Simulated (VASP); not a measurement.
**Molecular dynamics, with input and output: Co5Si3 (part 2 of 6)**

Co5Si3 (disordered cell, 16 atoms in the cell); Kohn-Sham DFT of a periodic cell, PBE, VASP PAW PBE potentials, recommended, no spin polarisation (VASP 6.6.1); cutoff 520 eV, 1×1×1 k-mesh, fermi-dirac of 0.087 eV. It belongs to a series of runs on one base structure; here: Langevin dynamics at 1010 K from the last frame before.

Geometry of the input (Å; fractional positions):
```
6.0338  0.0132  0.0089
0.0132  5.8667  0.1295
0.0089  0.1295  6.1143
Co 0.4142  0.6867  0.9203
Co 0.6331  0.0384  0.2677
Co 0.5075  0.2520  0.8429
Co 0.1256  0.4576  0.6945
Co 0.2895  0.6433  0.2907
Co 0.6375  0.4365  0.1916
Co 0.9208  0.2476  0.3640
Co 0.1110  0.9116  0.6339
Co 0.8624  0.1827  0.9712
Co 0.6083  0.5471  0.5414
Si 0.8257  0.5263  0.8752
Si 0.2257  0.3728  0.0235
Si 0.2200  0.9513  0.0689
Si 0.9353  0.6244  0.3134
Si 0.2883  0.2363  0.4693
Si 0.7409  0.9354  0.6249
```

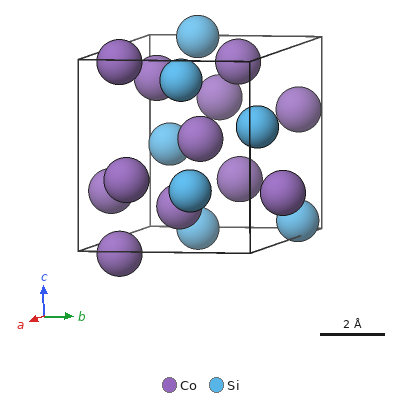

Figure 1. The structure as given in the input (spheres-only view of the cell of the calculation, seen slightly off an axis).

OSZICAR, continued
```
DAV:   3    -0.100777866357E+03    0.10540E+00   -0.26372E-01   240   0.719E+00    0.570E-01
DAV:   4    -0.100777476588E+03    0.38977E-03   -0.24301E-02   208   0.156E+00    0.655E-01
DAV:   5    -0.100775998848E+03    0.14777E-02   -0.95262E-03   212   0.121E+00    0.393E-01
DAV:   6    -0.100775674009E+03    0.32484E-03   -0.42362E-03   224   0.893E-01    0.292E-01
DAV:   7    -0.100775329910E+03    0.34410E-03   -0.17270E-03   232   0.524E-01    0.206E-01
DAV:   8    -0.100775468968E+03   -0.13906E-03   -0.22188E-03   256   0.576E-01    0.277E-01
DAV:   9    -0.100775787535E+03   -0.31857E-03   -0.34796E-03   240   0.643E-01    0.412E-01
DAV:  10    -0.100775050591E+03    0.73694E-03   -0.21166E-03   248   0.570E-01    0.433E-02
DAV:  11    -0.100775081800E+03   -0.31209E-04   -0.27451E-04   200   0.194E-01    0.898E-02
DAV:  12    -0.100775046003E+03    0.35797E-04   -0.14939E-04   176   0.162E-01    0.319E-02
DAV:  13    -0.100775041748E+03    0.42545E-05   -0.21909E-05    68   0.726E-02
     11 T=  1099. E= -.98501177E+02 F= -.10077504E+03 E0= -.10049230E+03  EK= 0.22739E+01 SP= 0.00E+00 SK= 0.00E+00
       N       E                     dE             d eps       ncg     rms          rms(c)
DAV:   1    -0.100894986762E+03   -0.11994E+00   -0.37092E+00   136   0.854E+00    0.567E-01
DAV:   2    -0.101004953775E+03   -0.10997E+00   -0.44622E-01   216   0.794E+00    0.453E+00
DAV:   3    -0.100909350057E+03    0.95604E-01   -0.28185E-01   240   0.710E+00    0.655E-01
DAV:   4    -0.100908324889E+03    0.10252E-02   -0.23261E-02   216   0.163E+00    0.568E-01
DAV:   5    -0.100907171308E+03    0.11536E-02   -0.96262E-03   216   0.119E+00    0.401E-01
DAV:   6    -0.100907100571E+03    0.70737E-04   -0.53091E-03   224   0.922E-01    0.382E-01
DAV:   7    -0.100906703823E+03    0.39675E-03   -0.32690E-03   248   0.676E-01    0.276E-01
DAV:   8    -0.100906487849E+03    0.21597E-03   -0.22624E-03   256   0.614E-01    0.193E-01
DAV:   9    -0.100907143046E+03   -0.65520E-03   -0.32804E-03   224   0.670E-01    0.454E-01
DAV:  10    -0.100906252993E+03    0.89005E-03   -0.25201E-03   248   0.639E-01    0.639E-02
DAV:  11    -0.100906261704E+03   -0.87112E-05   -0.32809E-04   208   0.200E-01    0.827E-02
DAV:  12    -0.100906231948E+03    0.29756E-04   -0.11842E-04   152   0.141E-01    0.299E-02
DAV:  13    -0.100906229217E+03    0.27312E-05   -0.25380E-05    80   0.752E-02
     12 T=  1118. E= -.98593341E+02 F= -.10090623E+03 E0= -.10062273E+03  EK= 0.23129E+01 SP= 0.00E+00 SK= 0.00E+00
       N       E                     dE             d eps       ncg     rms          rms(c)
DAV:   1    -0.100991068833E+03   -0.84837E-01   -0.17769E+00   144   0.651E+00    0.522E-01
DAV:   2    -0.101087553958E+03   -0.96485E-01   -0.37231E-01   224   0.693E+00    0.452E+00
DAV:   3    -0.101000592284E+03    0.86962E-01   -0.26091E-01   240   0.633E+00    0.515E-01
DAV:   4    -0.101000891285E+03   -0.29900E-03   -0.21941E-02   208   0.164E+00    0.682E-01
DAV:   5    -0.100999094133E+03    0.17972E-02   -0.92674E-03   216   0.115E+00    0.296E-01
DAV:   6    -0.100999089369E+03    0.47640E-05   -0.36462E-03   224   0.798E-01    0.303E-01
DAV:   7    -0.100998843862E+03    0.24551E-03   -0.20913E-03   248   0.552E-01    0.238E-01
DAV:   8    -0.100998687404E+03    0.15646E-03   -0.13997E-03   248   0.493E-01    0.156E-01
DAV:   9    -0.100998955432E+03   -0.26803E-03   -0.16073E-03   248   0.491E-01    0.291E-01
DAV:  10    -0.100998533639E+03    0.42179E-03   -0.11829E-03   248   0.459E-01    0.391E-02
DAV:  11    -0.100998569842E+03   -0.36203E-04   -0.22046E-04   192   0.179E-01    0.908E-02
DAV:  12    -0.100998529146E+03    0.40696E-04   -0.12576E-04   160   0.154E-01    0.151E-02
DAV:  13    -0.100998530529E+03   -0.13830E-05   -0.19559E-05    80   0.584E-02
     13 T=  1024. E= -.98881621E+02 F= -.10099853E+03 E0= -.10071377E+03  EK= 0.21169E+01 SP= 0.00E+00 SK= 0.00E+00
       N       E                     dE             d eps       ncg     rms          rms(c)
DAV:   1    -0.101031073623E+03   -0.32544E-01   -0.25435E+00   136   0.706E+00    0.638E-01
DAV:   2    -0.101203276239E+03   -0.17220E+00   -0.58741E-01   216   0.949E+00    0.620E+00
DAV:   3    -0.101043204573E+03    0.16007E+00   -0.46644E-01   248   0.805E+00    0.743E-01
DAV:   4    -0.101040504198E+03    0.27004E-02   -0.26769E-02   200   0.169E+00    0.470E-01
DAV:   5    -0.101039705107E+03    0.79909E-03   -0.80141E-03   200   0.987E-01    0.339E-01
DAV:   6    -0.101039642636E+03    0.62472E-04   -0.44759E-03   200   0.809E-01    0.322E-01
DAV:   7    -0.101039399150E+03    0.24349E-03   -0.23498E-03   248   0.556E-01    0.261E-01
DAV:   8    -0.101039212207E+03    0.18694E-03   -0.15641E-03   248   0.528E-01    0.175E-01
DAV:   9    -0.101039605717E+03   -0.39351E-03   -0.19489E-03   248   0.560E-01    0.355E-01
DAV:  10    -0.101039009983E+03    0.59573E-03   -0.14652E-03   240   0.536E-01    0.359E-02
DAV:  11    -0.101039053842E+03   -0.43859E-04   -0.27380E-04   200   0.191E-01    0.103E-01
DAV:  12    -0.101039005289E+03    0.48553E-04   -0.14392E-04   168   0.157E-01    0.187E-02
DAV:  13    -0.101039005894E+03   -0.60484E-06   -0.21317E-05    80   0.685E-02
     14 T=   969. E= -.99034652E+02 F= -.10103901E+03 E0= -.10075355E+03  EK= 0.20044E+01 SP= 0.00E+00 SK= 0.00E+00
       N       E                     dE             d eps       ncg     rms          rms(c)
DAV:   1    -0.101030411767E+03    0.85935E-02   -0.28968E+00   136   0.759E+00    0.542E-01
DAV:   2    -0.101125292794E+03   -0.94881E-01   -0.40605E-01   200   0.745E+00    0.432E+00
DAV:   3    -0.101045464938E+03    0.79828E-01   -0.26984E-01   232   0.636E+00    0.810E-01
DAV:   4    -0.101043524314E+03    0.19406E-02   -0.24402E-02   216   0.172E+00    0.570E-01
DAV:   5    -0.101042010078E+03    0.15142E-02   -0.96259E-03   216   0.109E+00    0.329E-01
DAV:   6    -0.101041950683E+03    0.59395E-04   -0.42079E-03   216   0.869E-01    0.311E-01
DAV:   7    -0.101041568519E+03    0.38216E-03   -0.19275E-03   232   0.564E-01    0.220E-01
DAV:   8    -0.101041497536E+03    0.70983E-04   -0.15610E-03   256   0.524E-01    0.199E-01
DAV:   9    -0.101041991116E+03   -0.49358E-03   -0.24282E-03   240   0.625E-01    0.398E-01
DAV:  10    -0.101041269820E+03    0.72130E-03   -0.19946E-03   256   0.606E-01    0.724E-02
DAV:  11    -0.101041271630E+03   -0.18097E-05   -0.33993E-04   208   0.209E-01    0.747E-02
DAV:  12    -0.101041252369E+03    0.19261E-04   -0.14079E-04   176   0.141E-01    0.422E-02
DAV:  13    -0.101041244414E+03    0.79552E-05   -0.38872E-05    80   0.898E-02
     15 T=   879. E= -.99223085E+02 F= -.10104124E+03 E0= -.10075741E+03  EK= 0.18182E+01 SP= 0.00E+00 SK= 0.00E+00
       N       E                     dE             d eps       ncg     rms          rms(c)
DAV:   1    -0.101057195633E+03   -0.15943E-01   -0.25446E+00   136   0.687E+00    0.564E-01
DAV:   2    -0.101188423914E+03   -0.13123E+00   -0.46075E-01   224   0.840E+00    0.522E+00
DAV:   3    -0.101067092259E+03    0.12133E+00   -0.30991E-01   248   0.737E+00    0.660E-01
DAV:   4    -0.101065552702E+03    0.15396E-02   -0.23632E-02   208   0.158E+00    0.520E-01
DAV:   5    -0.101064937549E+03    0.61515E-03   -0.69989E-03   216   0.968E-01    0.394E-01
DAV:   6    -0.101064469350E+03    0.46820E-03   -0.35554E-03   224   0.788E-01    0.247E-01
DAV:   7    -0.101064601196E+03   -0.13185E-03   -0.21066E-03   216   0.573E-01    0.312E-01
DAV:   8    -0.101064251711E+03    0.34948E-03   -0.19375E-03   256   0.577E-01    0.164E-01
DAV:   9    -0.101064736997E+03   -0.48529E-03   -0.24485E-03   248   0.640E-01    0.355E-01
DAV:  10    -0.101064071046E+03    0.66595E-03   -0.19240E-03   256   0.592E-01    0.579E-02
DAV:  11    -0.101064100407E+03   -0.29361E-04   -0.29517E-04   208   0.196E-01    0.970E-02
DAV:  12    -0.101064058982E+03    0.41425E-04   -0.12952E-04   156   0.156E-01    0.199E-02
DAV:  13    -0.101064060108E+03   -0.11258E-05   -0.20864E-05    68   0.643E-02
     16 T=   781. E= -.99448259E+02 F= -.10106406E+03 E0= -.10078171E+03  EK= 0.16158E+01 SP= 0.00E+00 SK= 0.00E+00
       N       E                     dE             d eps       ncg     rms          rms(c)
DAV:   1    -0.101101849896E+03   -0.37791E-01   -0.36692E+00   136   0.785E+00    0.497E-01
DAV:   2    -0.101200042606E+03   -0.98193E-01   -0.31239E-01   240   0.717E+00    0.443E+00
DAV:   3    -0.101113336360E+03    0.86706E-01   -0.25128E-01   232   0.662E+00    0.871E-01
DAV:   4    -0.101110398775E+03    0.29376E-02   -0.23430E-02   208   0.160E+00    0.373E-01
DAV:   5    -0.101110337629E+03    0.61147E-04   -0.64161E-03   216   0.906E-01    0.423E-01
DAV:   6    -0.101109713585E+03    0.62404E-03   -0.38350E-03   232   0.851E-01    0.234E-01
DAV:   7    -0.101109838506E+03   -0.12492E-03   -0.25355E-03   240   0.601E-01    0.317E-01
DAV:   8    -0.101109473139E+03    0.36537E-03   -0.25654E-03   248   0.655E-01    0.165E-01
DAV:   9    -0.101110088894E+03   -0.61575E-03   -0.28428E-03   248   0.666E-01    0.426E-01
DAV:  10    -0.101109289809E+03    0.79909E-03   -0.21377E-03   252   0.599E-01    0.762E-02
DAV:  11    -0.101109269863E+03    0.19946E-04   -0.21760E-04   192   0.170E-01    0.438E-02
DAV:  12    -0.101109283257E+03   -0.13394E-04   -0.91039E-05   144   0.128E-01    0.696E-02
DAV:  13    -0.101109260062E+03    0.23195E-04   -0.63421E-05   112   0.117E-01    0.107E-02
DAV:  14    -0.101109263426E+03   -0.33634E-05   -0.17483E-05    72   0.525E-02
     17 T=   827. E= -.99398204E+02 F= -.10110926E+03 E0= -.10082893E+03  EK= 0.17111E+01 SP= 0.00E+00 SK= 0.00E+00
       N       E                     dE             d eps       ncg     rms          rms(c)
DAV:   1    -0.101202202988E+03   -0.92943E-01   -0.19405E+00   136   0.620E+00    0.509E-01
DAV:   2    -0.101318332290E+03   -0.11613E+00   -0.39391E-01   208   0.738E+00    0.509E+00
DAV:   3    -0.101212073655E+03    0.10626E+00   -0.31741E-01   248   0.678E+00    0.716E-01
DAV:   4    -0.101209627530E+03    0.24461E-02   -0.19839E-02   208   0.149E+00    0.400E-01
DAV:   5    -0.101209259047E+03    0.36848E-03   -0.64164E-03   200   0.913E-01    0.342E-01
DAV:   6    -0.101208966535E+03    0.29251E-03   -0.35899E-03   224   0.785E-01    0.248E-01
DAV:   7    -0.101208927128E+03    0.39407E-04   -0.19055E-03   248   0.520E-01    0.263E-01
DAV:   8    -0.101208712087E+03    0.21504E-03   -0.13412E-03   256   0.487E-01    0.151E-01
DAV:   9    -0.101209247499E+03   -0.53541E-03   -0.23237E-03   240   0.617E-01    0.373E-01
DAV:  10    -0.101208561608E+03    0.68589E-03   -0.18028E-03   256   0.565E-01    0.508E-02
DAV:  11    -0.101208582614E+03   -0.21006E-04   -0.24868E-04   200   0.183E-01    0.809E-02
DAV:  12    -0.101208556155E+03    0.26459E-04   -0.10608E-04   144   0.138E-01    0.314E-02
DAV:  13    -0.101208551723E+03    0.44318E-05   -0.18250E-05    76   0.632E-02
     18 T=   927. E= -.99291869E+02 F= -.10120855E+03 E0= -.10093130E+03  EK= 0.19167E+01 SP= 0.00E+00 SK= 0.00E+00
       N       E                     dE             d eps       ncg     rms          rms(c)
DAV:   1    -0.101306441719E+03   -0.97886E-01   -0.22583E+00   136   0.671E+00    0.389E-01
DAV:   2    -0.101349542473E+03   -0.43101E-01   -0.18518E-01   208   0.478E+00    0.282E+00
DAV:   3    -0.101314271847E+03    0.35271E-01   -0.10272E-01   224   0.446E+00    0.428E-01
DAV:   4    -0.101314550107E+03   -0.27826E-03   -0.13009E-02   216   0.120E+00    0.524E-01
DAV:   5    -0.101313396116E+03    0.11540E-02   -0.60397E-03   224   0.910E-01    0.221E-01
DAV:   6    -0.101313655120E+03   -0.25900E-03   -0.25847E-03   232   0.663E-01    0.344E-01
DAV:   7    -0.101313195249E+03    0.45987E-03   -0.16884E-03   232   0.537E-01    0.169E-01
DAV:   8    -0.101313241687E+03   -0.46439E-04   -0.12828E-03   248   0.446E-01    0.204E-01
DAV:   9    -0.101313413801E+03   -0.17211E-03   -0.17368E-03   240   0.518E-01    0.283E-01
DAV:  10    -0.101313010025E+03    0.40378E-03   -0.13349E-03   256   0.467E-01    0.386E-02
DAV:  11    -0.101313026625E+03   -0.16600E-04   -0.18164E-04   192   0.155E-01    0.716E-02
DAV:  12    -0.101313005478E+03    0.21147E-04   -0.87385E-05   132   0.127E-01    0.328E-02
DAV:  13    -0.101313000369E+03    0.51088E-05   -0.19935E-05    68   0.657E-02
     19 T=  1011. E= -.99222922E+02 F= -.10131300E+03 E0= -.10103769E+03  EK= 0.20901E+01 SP= 0.00E+00 SK= 0.00E+00
       N       E                     dE             d eps       ncg     rms          rms(c)
DAV:   1    -0.101392319335E+03   -0.79314E-01   -0.33599E+00   136   0.790E+00    0.526E-01
DAV:   2    -0.101497913593E+03   -0.10559E+00   -0.42605E-01   200   0.744E+00    0.474E+00
DAV:   3    -0.101405488759E+03    0.92425E-01   -0.30007E-01   232   0.658E+00    0.722E-01
DAV:   4    -0.101404378247E+03    0.11105E-02   -0.25142E-02   216   0.179E+00    0.641E-01
DAV:   5    -0.101402568947E+03    0.18093E-02   -0.98478E-03   216   0.115E+00    0.333E-01
DAV:   6    -0.101402744389E+03   -0.17544E-03   -0.53001E-03   216   0.943E-01    0.385E-01
DAV:   7    -0.101402065282E+03    0.67911E-03   -0.23773E-03   256   0.610E-01    0.178E-01
DAV:   8    -0.101402231508E+03   -0.16623E-03   -0.19345E-03   240   0.595E-01    0.260E-01
DAV:   9    -0.101402193985E+03    0.37523E-04   -0.20024E-03   256   0.558E-01    0.267E-01
DAV:  10    -0.101401850152E+03    0.34383E-03   -0.11191E-03   256   0.436E-01    0.511E-02
DAV:  11    -0.101401874652E+03   -0.24500E-04   -0.23594E-04   192   0.193E-01    0.944E-02
DAV:  12    -0.101401844740E+03    0.29912E-04   -0.15648E-04   172   0.164E-01    0.520E-02
DAV:  13    -0.101401832520E+03    0.12220E-04   -0.34542E-05    68   0.887E-02    0.129E-02
DAV:  14    -0.101401833888E+03   -0.13682E-05   -0.15643E-05    68   0.438E-02
     20 T=   956. E= -.99424523E+02 F= -.10140183E+03 E0= -.10112900E+03  EK= 0.19773E+01 SP= 0.00E+00 SK= 0.00E+00
       N       E                     dE             d eps       ncg     rms          rms(c)
DAV:   1    -0.101553336278E+03   -0.15150E+00   -0.34966E+00   136   0.777E+00    0.553E-01
DAV:   2    -0.101649532636E+03   -0.96196E-01   -0.39159E-01   200   0.754E+00    0.428E+00
DAV:   3    -0.101564984655E+03    0.84548E-01   -0.23163E-01   232   0.660E+00    0.594E-01
DAV:   4    -0.101564994120E+03   -0.94649E-05   -0.23308E-02   208   0.164E+00    0.684E-01
DAV:   5    -0.101563019731E+03    0.19744E-02   -0.11121E-02   200   0.125E+00    0.322E-01
DAV:   6    -0.101563383196E+03   -0.36347E-03   -0.54444E-03   224   0.915E-01    0.437E-01
DAV:   7    -0.101562661819E+03    0.72138E-03   -0.30067E-03   248   0.668E-01    0.246E-01
DAV:   8    -0.101562625850E+03    0.35970E-04   -0.20915E-03   232   0.606E-01    0.242E-01
DAV:   9    -0.101563243240E+03   -0.61739E-03   -0.30997E-03   256   0.705E-01    0.445E-01
DAV:  10    -0.101562334272E+03    0.90897E-03   -0.24124E-03   256   0.667E-01    0.766E-02
DAV:  11    -0.101562328788E+03    0.54840E-05   -0.32141E-04   208   0.217E-01    0.719E-02
DAV:  12    -0.101562322151E+03    0.66376E-05   -0.14903E-04   176   0.157E-01    0.680E-02
DAV:  13    -0.101562300679E+03    0.21472E-04   -0.71672E-05   124   0.117E-01    0.140E-02
DAV:  14    -0.101562303515E+03   -0.28368E-05   -0.21256E-05    68   0.590E-02
     21 T=   985. E= -.99524799E+02 F= -.10156230E+03 E0= -.10128954E+03  EK= 0.20375E+01 SP= 0.00E+00 SK= 0.00E+00
       N       E                     dE             d eps       ncg     rms          rms(c)
DAV:   1    -0.101753830957E+03   -0.19153E+00   -0.29783E+00   136   0.750E+00    0.488E-01
DAV:   2    -0.101836051626E+03   -0.82221E-01   -0.31075E-01   208   0.668E+00    0.392E+00
DAV:   3    -0.101764926460E+03    0.71125E-01   -0.18103E-01   240   0.602E+00    0.330E-01
DAV:   4    -0.101765095569E+03   -0.16911E-03   -0.14495E-02   208   0.119E+00    0.530E-01
DAV:   5    -0.101763858212E+03    0.12374E-02   -0.68763E-03   216   0.111E+00    0.220E-01
DAV:   6    -0.101764080206E+03   -0.22199E-03   -0.26708E-03   216   0.583E-01    0.369E-01
DAV:   7    -0.101763588669E+03    0.49154E-03   -0.23321E-03   248   0.603E-01    0.164E-01
DAV:   8    -0.101764603309E+03   -0.10146E-02   -0.40873E-03   248   0.738E-01    0.528E-01
DAV:   9    -0.101763400492E+03    0.12028E-02   -0.34551E-03   256   0.696E-01    0.781E-02
DAV:  10    -0.101763394395E+03    0.60972E-05   -0.35216E-04   208   0.217E-01    0.725E-02
DAV:  11    -0.101763405774E+03   -0.11380E-04   -0.16614E-04   176   0.167E-01    0.888E-02
DAV:  12    -0.101763369694E+03    0.36081E-04   -0.80745E-05   124   0.127E-01    0.109E-02
DAV:  13    -0.101763372429E+03   -0.27354E-05   -0.20162E-05    68   0.561E-02
     22 T=  1105. E= -.99478411E+02 F= -.10176337E+03 E0= -.10148979E+03  EK= 0.22850E+01 SP= 0.00E+00 SK= 0.00E+00
       N       E                     dE             d eps       ncg     rms          rms(c)
DAV:   1    -0.101909462481E+03   -0.14609E+00   -0.25668E+00   136   0.727E+00    0.493E-01
DAV:   2    -0.101985275019E+03   -0.75813E-01   -0.33266E-01   200   0.669E+00    0.377E+00
DAV:   3    -0.101921202359E+03    0.64073E-01   -0.15975E-01   240   0.560E+00    0.531E-01
DAV:   4    -0.101921047284E+03    0.15507E-03   -0.17415E-02   216   0.147E+00    0.596E-01
DAV:   5    -0.101919519971E+03    0.15273E-02   -0.75413E-03   208   0.101E+00    0.250E-01
DAV:   6    -0.101919789312E+03   -0.26934E-03   -0.35189E-03   224   0.742E-01    0.360E-01
DAV:   7    -0.101919402032E+03    0.38728E-03   -0.25980E-03   248   0.602E-01    0.261E-01
DAV:   8    -0.101919230095E+03    0.17194E-03   -0.15549E-03   248   0.490E-01    0.174E-01
DAV:   9    -0.101919413382E+03   -0.18329E-03   -0.15074E-03   216   0.508E-01    0.266E-01
DAV:  10    -0.101919027381E+03    0.38600E-03   -0.11737E-03   248   0.497E-01    0.379E-02
DAV:  11    -0.101919077135E+03   -0.49754E-04   -0.30592E-04   208   0.206E-01    0.106E-01
DAV:  12    -0.101919022264E+03    0.54871E-04   -0.19346E-04   188   0.175E-01    0.178E-02
DAV:  13    -0.101919022645E+03   -0.38106E-06   -0.19759E-05    68   0.591E-02
     23 T=  1120. E= -.99601666E+02 F= -.10191902E+03 E0= -.10164210E+03  EK= 0.23174E+01 SP= 0.00E+00 SK= 0.00E+00
       N       E                     dE             d eps       ncg     rms          rms(c)
DAV:   1    -0.102068663159E+03   -0.14964E+00   -0.25849E+00   136   0.735E+00    0.638E-01
DAV:   2    -0.102211018819E+03   -0.14236E+00   -0.54532E-01   208   0.919E+00    0.521E+00
DAV:   3    -0.102082648872E+03    0.12837E+00   -0.30837E-01   248   0.803E+00    0.640E-01
DAV:   4    -0.102081441002E+03    0.12079E-02   -0.29450E-02   208   0.188E+00    0.652E-01
DAV:   5    -0.102079877081E+03    0.15639E-02   -0.11496E-02   200   0.127E+00    0.408E-01
```
